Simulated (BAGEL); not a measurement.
# B3LYP/6-31G(d) (density fitting with qzvpp-jkfit, spherical functions) run of GeHCl3 (SMILES [Cl][GeH]([Cl])[Cl])

Aim: the energy change on altering one bond length of GeHCl3 at B3LYP/6-31G* (density fitting with qzvpp-jkfit, spherical functions), from 2 runs. 

The calculation is run with BAGEL 1.2.2.

2 further runs of the same task are left out: 2 set aside as unsound or not needed.

## 1. The molecule

The species is GeHCl3 (5 atoms), meant as a singlet with charge 0. As SMILES, `[Cl][GeH]([Cl])[Cl]`. The coordinates come from a PBE0-D4/def2-TZVP relaxation.

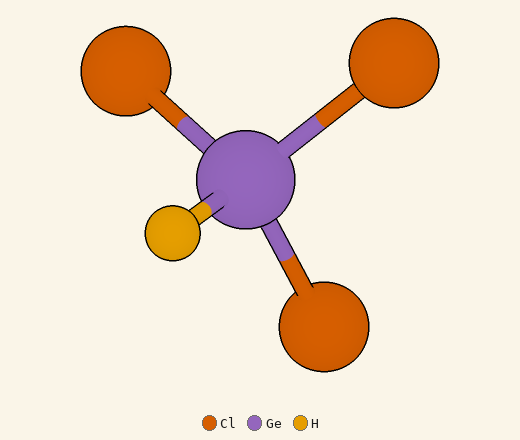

The structure, seen from a chosen angle (chlorine orange, germanium purple, hydrogen amber).

## 2. A single-point energy at B3LYP/6-31G(d) (density fitting with qzvpp-jkfit, spherical functions)

Contents of calc.json:

```json
{ "bagel": [

{
  "title": "molecule",
  "basis": "6-31gs.json",
  "df_basis": "qzvpp-jkfit",
  "angstrom": "true",
  "geometry": [
    { "atom": "Cl", "xyz": [      -1.177700,      -0.012800,       1.700700 ] },
    { "atom": "Ge", "xyz": [       0.102400,       0.090600,       0.006200 ] },
    { "atom": "Cl", "xyz": [       1.117900,      -1.767600,      -0.185300 ] },
    { "atom": "Cl", "xyz": [      -1.095100,       0.385600,      -1.725800 ] },
    { "atom": "H", "xyz": [       1.102600,       1.230700,       0.163000 ] }
  ]
},

{
  "title": "ks",
  "xc_func": "b3lyp",
  "charge": 0
},

{
  "title": "print",
  "file": "orbitals.molden",
  "orbitals": "true"
}

]}
```

The basis set 6-31G* is read from a file made from the Basis Set Exchange's data (not shown).

On the command line:

```sh
$ BAGEL_NUM_THREADS=1 BAGEL calc.json > calc.out
```

Standard output:

```text
* using 1 threads per process

  ===============================================================
  ===============================================================

  *** Geometry ***

  { "atom" : "Cl", "xyz" : [     -2.225530,     -0.024188,      3.213857 ] },
  { "atom" : "Ge", "xyz" : [      0.193508,      0.171209,      0.011716 ] },
  { "atom" : "Cl", "xyz" : [      2.112525,     -3.340280,     -0.350166 ] },
  { "atom" : "Cl", "xyz" : [     -2.069439,      0.728678,     -3.261289 ] },
  { "atom" : "H", "xyz" : [      2.083612,      2.325686,      0.308025 ] },

  Number of auxiliary basis functions:      668

  Since a DF basis is specified, we compute 2- and 3-index integrals:
    o Being stored without compression. Storage requirement is 0.041 GB

  Number of basis functions:       88
  Number of electrons      :       84

    * METHOD: MOLECULE                             0.47

  *** Kohn-Sham DFT ***

    * Removing 9042 points whose weight is below 1.00e-10
    * Grid points: 65488

  === Nuclear Repulsion ===
   559.1855802501

       - DIIS with orbital gradients will be used.

  === KS iteration (b3lyp / 6-31gs.json) ===
      0      -3360.29845937          0.13804072           0.48
      1      -3174.60883446          0.20105011           0.43
      2      -3338.23927803          0.09893091           0.43
      3      -3362.92778483          0.17180707           0.43
      4      -3368.02882002          0.15643655           0.43
      5      -3362.47053282          0.15891866           0.43
      6      -3368.72551924          0.15283780           0.44
      7      -3361.87661684          0.17265337           0.44
      8      -3359.83589387          0.13817413           0.44
      9      -3455.84462667          0.06159347           0.44
     10      -3456.46886727          0.07198239           0.44
     11      -3456.98844068          0.05839205           0.42
     12      -3457.88512989          0.01894414           0.43
     13      -3458.05756696          0.00227435           0.44
     14      -3458.06407792          0.00094460           0.44
     15      -3458.06512999          0.00024774           0.43
     16      -3458.06519284          0.00006096           0.43
     17      -3458.06519624          0.00003344           0.42
     18      -3458.06519779          0.00000373           0.41
     19      -3458.06519779          0.00000216           0.43
     20      -3458.06519780          0.00000066           0.43
     21      -3458.06519780          0.00000019           0.41
     22      -3458.06519780          0.00000007           0.43
     23      -3458.06519780          0.00000002           0.43
     24      -3458.06519780          0.00000001           0.43
    * SCF iteration converged.

    * Permanent dipole moment:
           (   -0.422497,    -0.481602,    -0.066151) a.u.

    * METHOD: KS                                  11.08

    * METHOD: PRINT                                0.01

  ===============================================================
```

Run time: 12 s. Hardware: 1 thread of Arm Neoverse V2, shared host; peak memory 0.36 GiB.

## 3. The distorted shape

Contents of dft.json:

```json
{ "bagel": [

{
  "title": "molecule",
  "basis": "6-31gs.json",
  "df_basis": "qzvpp-jkfit",
  "angstrom": true,
  "geometry": [
    { "atom": "Cl", "xyz": [   -2.396306,    2.217050,    1.930501 ] },
    { "atom": "Ge", "xyz": [   -1.116206,    2.320450,    0.236001 ] },
    { "atom": "Cl", "xyz": [    1.117900,   -1.767600,   -0.185300 ] },
    { "atom": "Cl", "xyz": [   -2.313706,    2.615450,   -1.495999 ] },
    { "atom": "H", "xyz": [   -0.116006,    3.460550,    0.392801 ] }
  ]
},
{
  "title": "ks",
  "xc_func": "b3lyp"
},
{
  "title": "print",
  "file": "orbitals.molden",
  "orbitals": true
}

]}
```

The basis set 6-31G* is read from a file made from the Basis Set Exchange's data (not shown).

On the command line:

```sh
$ BAGEL_NUM_THREADS=1 BAGEL dft.json > dft.out
```

Standard output:

```text
* using 1 threads per process

  ===============================================================
  ===============================================================

  *** Geometry ***

  { "atom" : "Cl", "xyz" : [     -4.528362,      4.189617,      3.648118 ] },
  { "atom" : "Ge", "xyz" : [     -2.109324,      4.385015,      0.445977 ] },
  { "atom" : "Cl", "xyz" : [      2.112525,     -3.340280,     -0.350166 ] },
  { "atom" : "Cl", "xyz" : [     -4.372271,      4.942484,     -2.827028 ] },
  { "atom" : "H", "xyz" : [     -0.219220,      6.539492,      0.742286 ] },

  Number of auxiliary basis functions:      668

  Since a DF basis is specified, we compute 2- and 3-index integrals:
    o Being stored without compression. Storage requirement is 0.041 GB

  Number of basis functions:       88
  Number of electrons      :       84

    * METHOD: MOLECULE                             0.44

  *** Kohn-Sham DFT ***

    * Removing 7370 points whose weight is below 1.00e-10
    * Grid points: 67160

  === Nuclear Repulsion ===
   448.8628923423

       - DIIS with orbital gradients will be used.

  === KS iteration (b3lyp / 6-31gs.json) ===
      0      -3348.99966495          0.13899607           0.47
      1      -3101.41148176          0.15890516           0.43
      2      -3142.65295176          0.08572438           0.44
      3      -3279.52482247          0.11250664           0.44
      4      -3352.43510584          0.13311873           0.43
      5      -3352.46961698          0.13521931           0.44
      6      -3352.68317056          0.13642732           0.44
      7      -3318.55393247          0.12754612           0.44
      8      -3154.06843771          0.12775482           0.44
      9      -3450.89975680          0.06647076           0.43
[... 48 lines of this table left out ...]
     58      -3457.90968112          0.00000005           0.43
     59      -3457.90968112          0.00000002           0.43
     60      -3457.90968112          0.00000001           0.43
     61      -3457.90968112          0.00000001           0.43
    * SCF iteration converged.

    * Permanent dipole moment:
           (    1.019765,    -2.777221,    -0.298249) a.u.

    * METHOD: KS                                  27.01

    * METHOD: PRINT                                0.01

  ===============================================================
```

Wall time 28 s (1 thread of Arm Neoverse V2, shared host); peak memory 0.37 GiB.

## 4. Results

Level: B3LYP/6-31G* (density fitting with qzvpp-jkfit, spherical functions).

| quantity | value |
| --- | --- |
| first shape: total energy | -3458.06520 Eh |
| first shape: dipole moment | 1.64 D |
| first shape: HOMO energy | -9.03 eV |
| first shape: LUMO energy | -1.73 eV |
| first shape: HOMO–LUMO gap | 7.30 eV |
| distorted shape: total energy | -3457.90968 Eh |
| distorted shape: dipole moment | 7.56 D |
| distorted shape: HOMO energy | -7.05 eV |
| distorted shape: LUMO energy | -6.18 eV |
| distorted shape: HOMO–LUMO gap | 0.87 eV |
| energy change with the Ge2–Cl3 bond stretched from 2.126 to 4.678 Å | 4.232 eV |

One bond (distorted shape) is far stretched, which a spin-restricted single reference describes badly; a broken-symmetry solution may lie lower. With the Ge2–Cl3 bond stretched from 2.126 to 4.678 Å the energy rises by 4.23 eV (98 kcal/mol). The first shape isn't relaxed at this level, so the change isn't measured from a minimum. A restricted reference can't describe the breaking bond well at this length.
